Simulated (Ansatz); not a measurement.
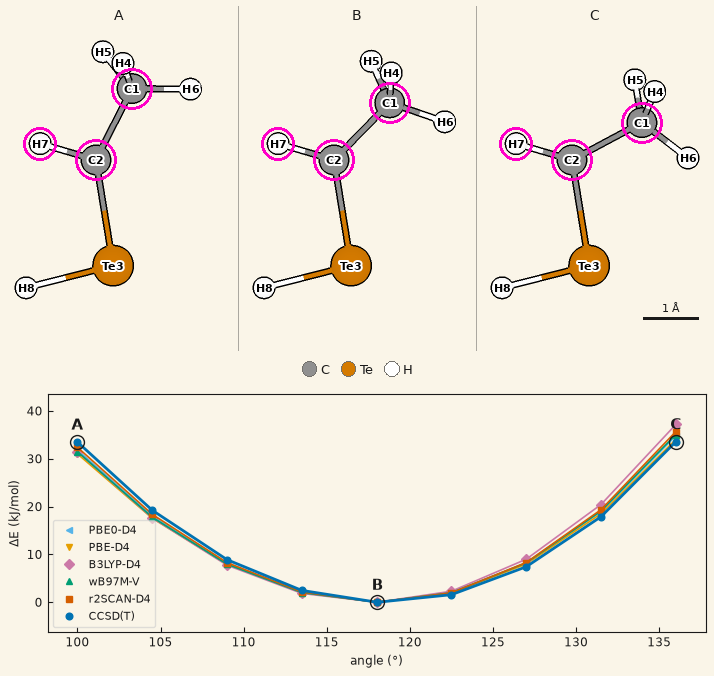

Energy scan for C2H5Te (charge +1), in which the C1–C2–H7 angle is varied, with the rest of the molecule carried along rigidly. The lettered frames are marked on the plot, at the values of CCSD(T). A ball-and-stick model, seen onto the plane of the angle, with a slight tilt. The ringed atoms are those of the scanned coordinate.

Computed with Ansatz: CCSD(T), r2SCAN-D4, wB97M-V, B3LYP-D4, PBE-D4, PBE0-D4, basis def2-TZVPP, on geometries moved rigidly from the minimum at PBE0-D4/def2-TZVP. Coupled cluster with a frozen core. Elements past krypton carry the basis set's effective core potentials. Energies are counted from the PBE0-D4/def2-TZVP minimum geometry at the same level.

**Describe the profile.**

With CCSD(T): the lowest computed point lies at the angle 118.0° (0.0 kJ/mol). The curvature at the lowest point is about 6.9 eV/rad². At 136.0° the levels give CCSD(T) 33.6 kJ/mol, PBE-D4 34.0 kJ/mol, PBE0-D4 34.8 kJ/mol, wB97M-V 35.1 kJ/mol, r2SCAN-D4 35.7 kJ/mol, B3LYP-D4 37.2 kJ/mol. Closest to CCSD(T) there is PBE-D4. At 100.0° to 136.0° the mean-field solution behind CCSD(T) isn't stable (a lower one of broken symmetry exists), so those energies are less reliable. The T1 diagnostic reaches 0.024, so the single-reference result is less sure there.
